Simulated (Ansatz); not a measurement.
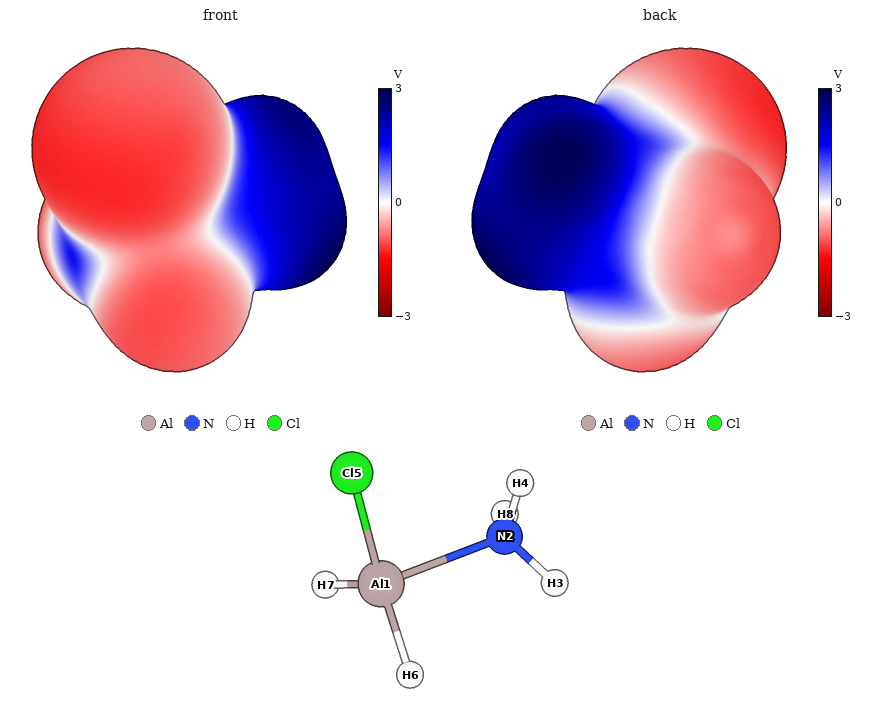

AlClH5N. The electrostatic potential painted on the density surface at 0.002 e/bohr³, seen from the front and from behind; the colour scale runs from red (negative) to blue (positive). The bare structure is drawn below in the same view.

Method: RKS PBE0/def2-SVP in Ansatz 0.2.0.

```xyz
8

Al    0.0421   -0.5934   -0.0240
N     0.1080   -0.2931    2.0178
H    -0.7619    0.0884    2.3937
H     0.8508    0.3894    2.1912
Cl    1.8651    0.4757   -0.4699
H    -1.3027    0.1790   -0.3957
H     0.1443   -2.1814   -0.1289
H     0.3328   -1.1369    2.5472
```

Q: Where is the surface potential most negative and most positive?

A: The most negative region (about −1.3 V) lies over Cl5, the most positive (about +2.9 V) over H3 and H8.
